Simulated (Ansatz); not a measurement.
# Al3BClH5O: geometry optimisation

What geometry does Al3BClH5O take? Aim: a geometry optimisation, for Al3BClH5O, run from a script. SMILES: [BH2][Al]([AlH2])[Al]([OH])[Cl].

Program: the Python package of Ansatz 0.2.0. Level of theory: PBE0/def2-SVP. These are calculated values, not measurements.

## 1. The system

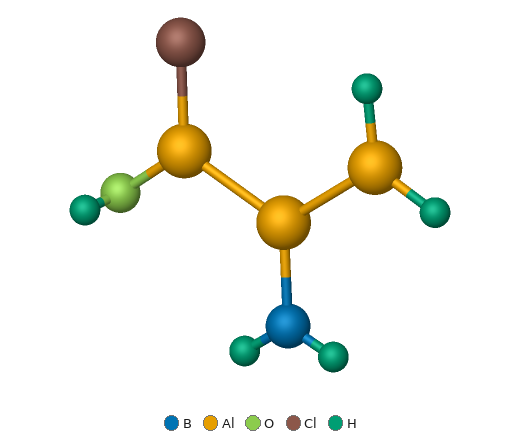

The starting structure, viewed from a chosen angle; boron blue, aluminium amber, oxygen green, chlorine brown, hydrogen teal.

No structure file is read: the coordinates are typed or built in the script.

## 2. The code

Contents of al3bclh5o.py:

```python
import itertools

import ansatz as az
from ase.data import atomic_numbers, covalent_radii
import numpy as np

geometry_ang = [
    ("B", [-1.4711, -1.0703, 1.4356]),
    ("Al", [-0.2745, -0.362, -0.0786]),
    ("Al", [0.1128, -1.7712, -2.092]),
    ("Al", [0.8986, 1.8716, 0.1067]),
    ("O", [0.5291, 2.9012, 1.5687]),
    ("Cl", [2.1697, 2.5794, -1.4975]),
    ("H", [-1.6858, -0.3469, 2.3764]),
    ("H", [-2.0006, -2.0649, 1.3262]),
    ("H", [1.1186, -1.23, -3.1914]),
    ("H", [-0.5528, -3.2008, -2.1817]),
    ("H", [1.2214, 2.6371, 2.2481]),
]
geometry = az.Crystal.molecule()
for symbol, xyz in geometry_ang:
    geometry = geometry.atom(symbol, xyz)

job = geometry.calculation()
job = job.basis(gaussian="def2-SVP")
job = job.functional("pbe0")
job = job.accuracy("medium")
symbols = [site.symbol for site in geometry.cartesian_sites]
start = np.array([site.position_ang for site in geometry.cartesian_sites], dtype=float)
def progress(event):
    if event["event"] == "relax_step":
        row = event["data"]
        print(f"step {row['step']:3d}  E = {row['lagrangian_ev']:.6f} eV  largest force component {row['allowed_force_max_ev_ang']:.4f} eV/A")


rep = job.relax(force_tolerance=0.005).session().plan().execute(on_event=progress).report
end = np.array(rep["positions_ang"])

for key in ("converged", "free_energy_ev", "reference_energy_ev", "n_frozen", "n_occupied", "n_virtual"):
    print(f"{key:22s} {rep[key]}")

radius = [covalent_radii[atomic_numbers[s]] for s in symbols]
span = lambda where, i, j: np.linalg.norm(where[i] - where[j])
bonded = [(i, j) for i, j in itertools.combinations(range(len(symbols)), 2) if min(span(start, i, j), span(end, i, j)) < 1.2 * (radius[i] + radius[j])]
print("pair        before    after (A)")
for i, j in bonded:
    print(f"{symbols[i]}{i}-{symbols[j]}{j}".ljust(10), f"{span(start, i, j):8.4f} {span(end, i, j):8.4f}")
```

## 3. The input behind the calls

The engine receives this input:

```yaml
crystal:
  periodic: [false, false, false]
  atoms:
    - { symbol: B, position_ang: [-1.4711, -1.0703, 1.4356] }
    - { symbol: Al, position_ang: [-0.2745, -0.362, -0.0786] }
    - { symbol: Al, position_ang: [0.1128, -1.7712, -2.092] }
    - { symbol: Al, position_ang: [0.8986, 1.8716, 0.1067] }
    - { symbol: O, position_ang: [0.5291, 2.9012, 1.5687] }
    - { symbol: Cl, position_ang: [2.1697, 2.5794, -1.4975] }
    - { symbol: H, position_ang: [-1.6858, -0.3469, 2.3764] }
    - { symbol: H, position_ang: [-2.0006, -2.0649, 1.3262] }
    - { symbol: H, position_ang: [1.1186, -1.23, -3.1914] }
    - { symbol: H, position_ang: [-0.5528, -3.2008, -2.1817] }
    - { symbol: H, position_ang: [1.2214, 2.6371, 2.2481] }
accuracy: medium
basis:
  gaussian:
    orbitals: def2-SVP
hamiltonian:
  xc: pbe0
relax:
  f_tol: 0.005
```

## 4. Running it

Started as:

```sh
$ python al3bclh5o.py
```

Standard output:

```text
step   1  E = -35089.444763 eV  largest force component 2.0319 eV/A
step   2  E = -35089.891066 eV  largest force component 1.3464 eV/A
step   3  E = -35090.039279 eV  largest force component 0.4738 eV/A
step   4  E = -35090.120241 eV  largest force component 0.3942 eV/A
step   5  E = -35090.180657 eV  largest force component 0.5644 eV/A
step   6  E = -35090.272791 eV  largest force component 0.3932 eV/A
step   7  E = -35090.358559 eV  largest force component 0.3297 eV/A
step   8  E = -35090.415886 eV  largest force component 0.2526 eV/A
step   9  E = -35090.448321 eV  largest force component 0.5906 eV/A
step  10  E = -35090.435745 eV  largest force component 1.6135 eV/A
[... 39 cycles left out ...]
step  50  E = -35090.786965 eV  largest force component 0.0149 eV/A
step  51  E = -35090.787454 eV  largest force component 0.0196 eV/A
step  52  E = -35090.787427 eV  largest force component 0.0902 eV/A
step  53  E = -35090.787874 eV  largest force component 0.0249 eV/A
step  54  E = -35090.787968 eV  largest force component 0.0379 eV/A
step  55  E = -35090.788027 eV  largest force component 0.0267 eV/A
step  56  E = -35090.788088 eV  largest force component 0.0034 eV/A
step  57  E = -35090.788106 eV  largest force component 0.0037 eV/A
step  58  E = -35090.788100 eV  largest force component 0.0076 eV/A
step  59  E = -35090.788112 eV  largest force component 0.0023 eV/A
converged              True
free_energy_ev         -35090.78815305776
reference_energy_ev    -35090.78815305776
n_frozen               0
n_occupied             [37, 37]
n_virtual              [88, 88]
pair        before    after (A)
B0-Al1       2.0558   2.0911
B0-H6        1.2060   1.2130
B0-H7        1.1321   1.2131
Al1-Al2      2.4879   2.5774
Al1-Al3      2.5297   2.5599
Al2-H8       1.5853   1.5974
Al2-H9       1.5795   1.5975
Al3-O4       1.8259   1.7028
Al3-Cl5      2.1657   2.1251
O4-H10       1.0053   0.9598
```

Wall time 4.8 min (1 thread of AMD EPYC 9R14 (Zen 4), shared host); peak memory 0.39 GiB.

Lines on the test bed's own set-up are left out of the output.

## 5. What the engine kept of the run

From the engine's report, whether the script printed it or not:

| item | value |
| --- | --- |
| SCF cycles in all | 435 |
| orbitals | 125 |
| total energy (eV) | -35090.78815 |

## 6. The relaxation, step by step

The steps of the relaxation:

| step | energy from step 1 (eV) | largest force component (eV/Å) |
| --- | --- | --- |
| 1 | 0.0000 | 2.0319 |
| 2 | -0.4463 | 1.3464 |
| 3 | -0.5945 | 0.4738 |
| 4 | -0.6755 | 0.3942 |
| 5 | -0.7359 | 0.5644 |
| 6 | -0.8280 | 0.3932 |
| 7 | -0.9138 | 0.3297 |
| 8 | -0.9711 | 0.2526 |
| 9 | -1.0036 | 0.5906 |
| 10 | -0.9910 | 1.6135 |
| 11 | -1.0636 | 0.3770 |
| 12 | -1.1143 | 0.3971 |
| 13 | -1.1635 | 0.2868 |
| 14 | -1.1676 | 0.2606 |
| 15 | -1.1927 | 0.5688 |
| 16 | -1.2092 | 0.4357 |
| 17 | -1.2376 | 0.1510 |
| 18 | -1.2558 | 0.1364 |
| 19 | -1.2672 | 0.1994 |
| 20 | -1.2739 | 0.2659 |
| 21 | -1.2889 | 0.1768 |
| 22 | -1.2922 | 0.0519 |
| 23 | -1.2934 | 0.0314 |
| 24 | -1.2937 | 0.0644 |
| 25 | -1.2945 | 0.0386 |
| 26 | -1.2948 | 0.0205 |
| 27 | -1.2953 | 0.0300 |
| 28 | -1.2958 | 0.0761 |
| 29 | -1.2961 | 0.0763 |
| 30 | -1.2966 | 0.0477 |
| 31 | -1.2975 | 0.0722 |
| 32 | -1.2980 | 0.0663 |
| 33 | -1.2985 | 0.0820 |
| 34 | -1.2993 | 0.1225 |
| 35 | -1.3002 | 0.1364 |
| 36 | -1.3025 | 0.1999 |
| 37 | -1.3037 | 0.1998 |
| 38 | -1.3064 | 0.2257 |
| 39 | -1.3104 | 0.2570 |
| 40 | -1.3139 | 0.2742 |
| 41 | -1.3129 | 0.4201 |
| 42 | -1.3201 | 0.1840 |
| 43 | -1.3244 | 0.0424 |
| 44 | -1.3285 | 0.0619 |
| 45 | -1.3315 | 0.1800 |
| 46 | -1.3338 | 0.2328 |
| 47 | -1.3362 | 0.1812 |
| 48 | -1.3386 | 0.2010 |
| 49 | -1.3394 | 0.2024 |
| 50 | -1.3422 | 0.0149 |
| 51 | -1.3427 | 0.0196 |
| 52 | -1.3427 | 0.0902 |
| 53 | -1.3431 | 0.0249 |
| 54 | -1.3432 | 0.0379 |
| 55 | -1.3433 | 0.0267 |
| 56 | -1.3433 | 0.0034 |
| 57 | -1.3433 | 0.0037 |
| 58 | -1.3433 | 0.0076 |
| 59 | -1.3433 | 0.0023 |

Step 1 is the start. Steps 10, 41, 52, 58 were tried and not accepted.

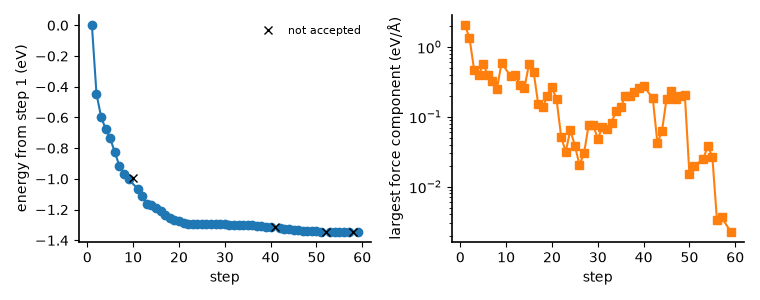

Energy and largest force along the relaxation.

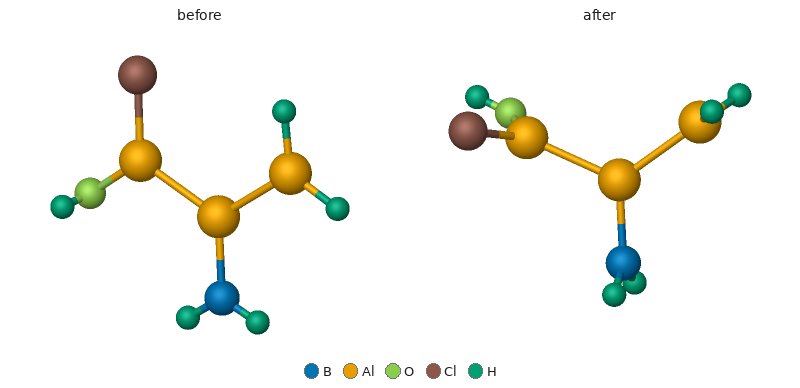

The structure before (left) and after (right) the relaxation, drawn at the same scale.

Before: Bond lengths: B1–Al2 2.056 Å, Al2–Al3 2.488 Å, Al2–Al4 2.530 Å, Al4–O5 1.826 Å, Al4–Cl6 2.166 Å, B1–H7 1.206 Å, B1–H8 1.132 Å, Al3–H9 1.585 Å, Al3–H10 1.580 Å, O5–H11 1.005 Å. Angles: B1–Al2–Al3 119.4°, B1–Al2–Al4 121.3°, Al3–Al2–Al4 119.2°, Al2–B1–H7 118.1°, Al2–B1–H8 120.2°, H7–B1–H8 121.3°, Al2–Al3–H9 117.8°, Al2–Al3–H10 119.5°, H9–Al3–H10 122.5°, Al2–Al4–O5 117.6°, Al2–Al4–Cl6 120.4°, O5–Al4–Cl6 121.8°, Al4–O5–H11 104.7°.

After: Bond lengths: B1–Al2 2.091 Å, Al2–Al3 2.577 Å, Al2–Al4 2.560 Å, Al4–O5 1.703 Å, Al4–Cl6 2.125 Å, B1–H7 1.213 Å, B1–H8 1.213 Å, Al3–H9 1.597 Å, Al3–H10 1.597 Å, O5–H11 0.960 Å. Angles: B1–Al2–Al3 123.7°, B1–Al2–Al4 115.2°, Al3–Al2–Al4 121.1°, Al2–B1–H7 122.3°, Al2–B1–H8 122.0°, H7–B1–H8 115.7°, Al2–Al3–H9 121.2°, Al2–Al3–H10 121.0°, H9–Al3–H10 117.9°, Al2–Al4–O5 119.9°, Al2–Al4–Cl6 122.5°, O5–Al4–Cl6 117.6°, Al4–O5–H11 126.6°.

## 7. What came out

```
                    quantity           value
                total energy  -35090.7882 eV
               dipole moment          0.83 D
     moves of the relaxation              54
               energy gained        1.343 eV
last largest force component     0.0023 eV/Å
```

**Reading.** The relaxation took 54 moves; the largest shift is 3.391 Å, of atom 6 (Cl). So large a move can change the bonding: the results belong to the relaxed structure. The end point is the stationary point reached from this start; no frequency run checks that it is a minimum, and the basis set is modest.
